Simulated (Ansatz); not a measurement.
## Electronic structure of F$_{2}$GeH$_{4}$OSi (SMILES F[SiH](F)[O][GeH3]) in real space

```yaml
atoms:
  - { symbol: F, position_ang: [1.6850, -0.9376, -1.3958] }
  - { symbol: Si, position_ang: [1.5574, 0.0072, -0.1278] }
  - { symbol: F, position_ang: [1.8417, -0.9213, 1.1274] }
  - { symbol: O, position_ang: [0.0967, 0.6484, -0.0403] }
  - { symbol: Ge, position_ang: [-1.6026, 0.1166, 0.1247] }
  - { symbol: H, position_ang: [2.5844, 1.0501, -0.1993] }
  - { symbol: H, position_ang: [-2.4007, 1.0115, -0.8278] }
  - { symbol: H, position_ang: [-1.6834, -1.3643, -0.2683] }
  - { symbol: H, position_ang: [-1.9900, 0.3430, 1.5902] }
```

Geometry: PBE0-D4/def2-TZVP.

These are results of RKS PBE0-D4/def2-TZVPP (Ansatz), not measurements.

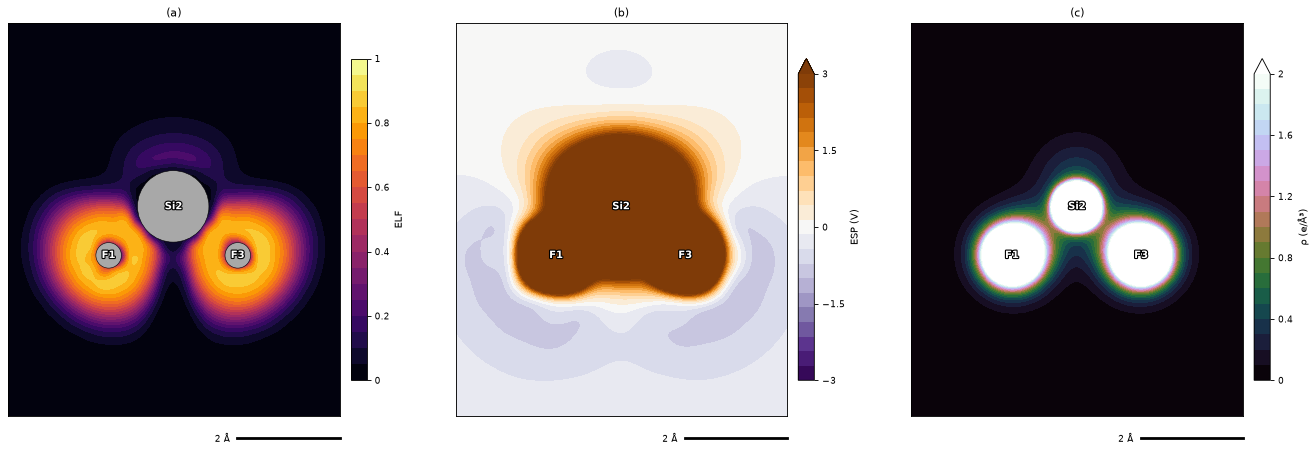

Figure 1. (a) electron localisation function; (b) molecular electrostatic potential; (c) electron density on the plane of atoms F1, Si2 and F3. Grey discs cover the atomic cores in the ELF map.

Q: Read the bonding off the picture.

A:
- The section cuts through F and Si sites.
- Si–F (1.59 Å): ρ at the midpoint is about 1.2 e/Å³; the ELF peaks at about 0.85 in the valence shell of F, 0.6 Å from its nucleus, and is about 0.55 at the midpoint.
- The ELF also peaks beside F1 and F3, away from the bonds: lone-pair regions.
- Outside the dense part of the molecule the potential is most negative (−0.9 V) near F3.

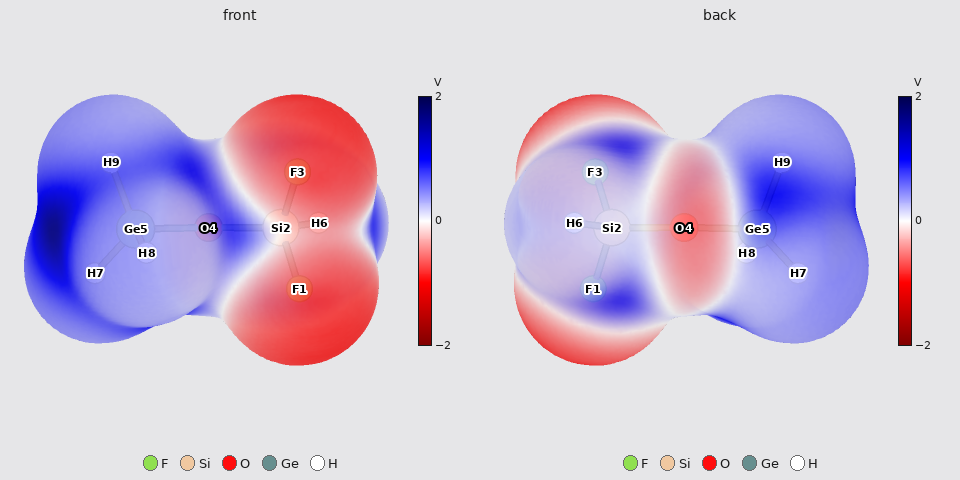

Figure 2. The electrostatic potential painted on the density surface at 0.001 e/bohr³, seen from the front and from behind; the colour scale runs from red (negative) to blue (positive).

Q: Where is the surface potential most negative and most positive?

A: The most negative region (about −0.8 V) lies over F1 and F3, the most positive (about +1.6 V) over Ge5.

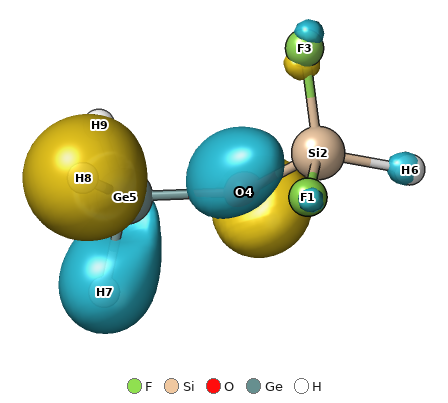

Figure 3. The HOMO−1 at ±0.15 Å⁻³ᐟ² (yellow and cyan are the two phases), seen at a tilt.

Q: What is the character of this orbital?

A: It lies mainly on O4 (about 35 %), Ge5 (about 25 %), H8 (about 20 %) and H7 (about 10 %). Its energy is −9.55 eV.
